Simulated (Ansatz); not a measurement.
A series of calculations on CH10OSi2

### Relaxation

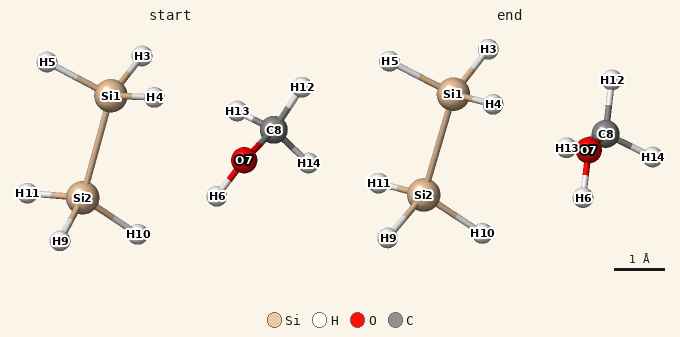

The structure of CH10OSi2 before (left) and after (right) a relaxation, at one scale.

A ball-and-stick model, seen at a tilt.

The run prepares an end point of a later path (reaction) calculation, from a guessed geometry.

The calculation used Ansatz 0.2.0, RKS PBE0-D4/cc-pVDZ. Settings: no spin polarisation; force threshold 0.03 eV/Å; at most 50 steps.

> Describe what moved and what it gained.

The energy falls by 7.85 kJ/mol in 17 accepted moves (19 points after the start). The largest force component goes from 0.9 to 0.015 eV/Å. The line search rejected the trial steps at points 11, 18 of the run. The forces were under the threshold at step 6, but the run went on from there. The atom that moves furthest after the best rigid fit is H12 (0.82 Å). By element the largest moves are H 0.82 Å, O 0.24 Å, C 0.21 Å, Si 0.15 Å. Among the contacts that change: Si1–Si2 2.258 → 2.348 Å.

### Relaxation

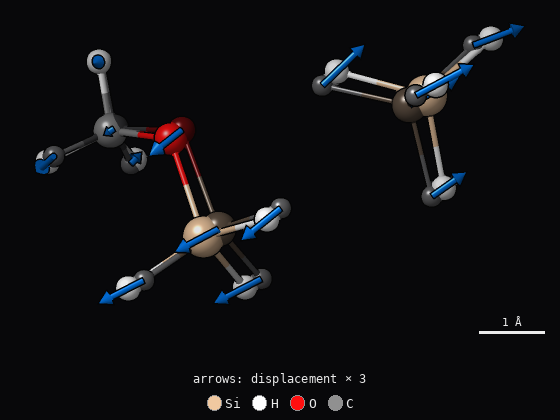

A relaxation of CH10OSi2. The starting structure is drawn faded, the final one solid; blue arrows show the displacements, 3 times their true length. The two geometries are superimposed by the best rigid fit.

The picture is a ball-and-stick view, seen at a tilt.

The run prepares an end point of a later path (reaction) calculation, from a guessed geometry.

Method: Ansatz, RKS PBE0-D4/cc-pVDZ. (no spin polarisation; force threshold 0.03 eV/Å; at most 50 steps)

Question: What happened in the run?

Answer: After 7 geometry steps the energy has fallen by 12.6 kJ/mol. The largest force component goes from 0.94 to 0.03 eV/Å. The atom that moves furthest after the best rigid fit is an H atom (0.35 Å). Largest moves by element: H 0.35 Å, Si 0.30 Å, O 0.24 Å, C 0.07 Å. Near-neighbour distances that change, for instance: O–Si 1.734 → 1.686 Å, H–Si 1.450 → 1.496 Å, C–H 1.102 → 1.106 Å, H–Si 1.498 → 1.502 Å. Bond angles that change, for instance: Si–O–C 119.0° → 121.2°. Cost: 27 s on 2 threads of Intel(R) Xeon(R) Platinum 8559C (Emerald Rapids) (shared host), peak memory 0.28 GiB.

Limits of the set-up: the start holds two separate molecules, 2.3 Å apart at their closest, whose relative position is a soft coordinate.

### Path

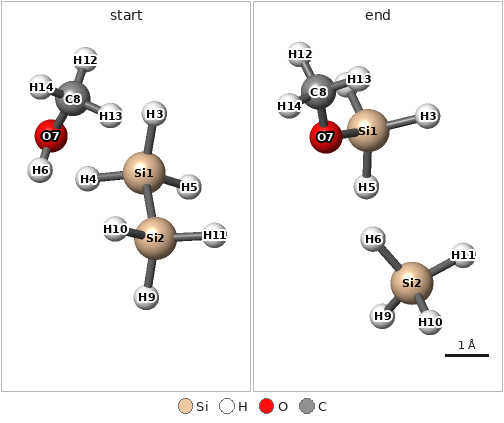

The two relaxed end points of a path for CH10OSi2, made up at the start of Si$_{2}$H$_{6}$ and CH4O. A ball-and-stick model, seen from a free direction.

Theory: RKS PBE0-D4/cc-pVDZ in Ansatz 0.2.0.

Settings: 7 movable images; climbing image; force threshold 0.05 eV/Å; iteration limit 60.

Start:
```xyz
14

Si   -1.6846   -0.4588    0.5311
Si    0.2899   -0.9719    1.6938
H    -1.5600   -0.7549   -0.9306
H    -2.1240    0.9504    0.7674
H    -2.7435   -1.3719    1.0889
H     0.9267    1.6589   -0.0792
O     0.2836    1.4641   -0.7722
C     0.9717    0.8282   -1.8255
H     0.1160   -0.6895    3.1584
H     1.4736   -0.1785    1.2176
H     0.6281   -2.4269    1.5416
H     0.2316    0.6070   -2.6082
H     1.4362   -0.1282   -1.5164
H     1.7547    1.4722   -2.2667
```

End:
```xyz
14

Si   -1.5323    0.0050   -0.5142
Si    1.1529   -0.9734    2.4206
H    -1.2599   -1.4108   -0.9352
H    -2.7369    0.4996   -1.2635
H    -1.7641    0.0820    0.9586
H     1.3453   -0.0794    1.2370
O    -0.1982    0.9908   -0.8169
C     0.3178    1.1405   -2.1194
H     0.3898   -0.2460    3.4845
H     2.4846   -1.3923    2.9653
H     0.3838   -2.1918    2.0083
H    -0.4268    1.5732   -2.8140
H     0.6654    0.1784   -2.5412
H     1.1786    1.8243   -2.0699
```

> Predict the minimum-energy path and its barrier.

The highest point, image 4, lies 1.65 eV above the start and 2.00 eV above the end; the end is at −0.35 eV relative to the start. Breaking: H6–O7 (0.97 → 1.07 at the top → 2.78 Å), Si1–Si2 (2.35 → 2.85 at the top → 4.10 Å). Forming: Si1–O7 (3.04 → 1.88 at the top → 1.69 Å), Si2–H6 (3.24 → 2.06 at the top → 1.50 Å). The band converged in 23 iterations, with a climbing image at the top. At the top, the vibrational analysis gives one imaginary mode (508i cm⁻¹), as a transition state must have.

Energies of the converged images:

```json
{"image": "0", "path (Å)": "0.00", "E (eV)": "0.000"}
{"image": "1", "path (Å)": "1.40", "E (eV)": "0.012"}
{"image": "2", "path (Å)": "2.80", "E (eV)": "0.042"}
{"image": "3", "path (Å)": "4.20", "E (eV)": "0.678"}
{"image": "4", "path (Å)": "5.59", "E (eV)": "1.654"}
{"image": "5", "path (Å)": "6.41", "E (eV)": "0.235"}
{"image": "6", "path (Å)": "7.23", "E (eV)": "-0.288"}
{"image": "7", "path (Å)": "8.05", "E (eV)": "-0.344"}
{"image": "8", "path (Å)": "8.87", "E (eV)": "-0.345"}
```

The geometry at the top of the path:

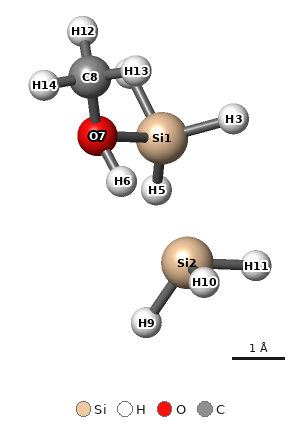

Limits of the set-up: the start holds two separate molecules, 2.3 Å apart at their closest, whose relative position is a soft coordinate.

Cost: 7.9 min on 2 threads of Intel(R) Xeon(R) Platinum 8559C (Emerald Rapids), on a shared host, peak memory 0.29 GiB.
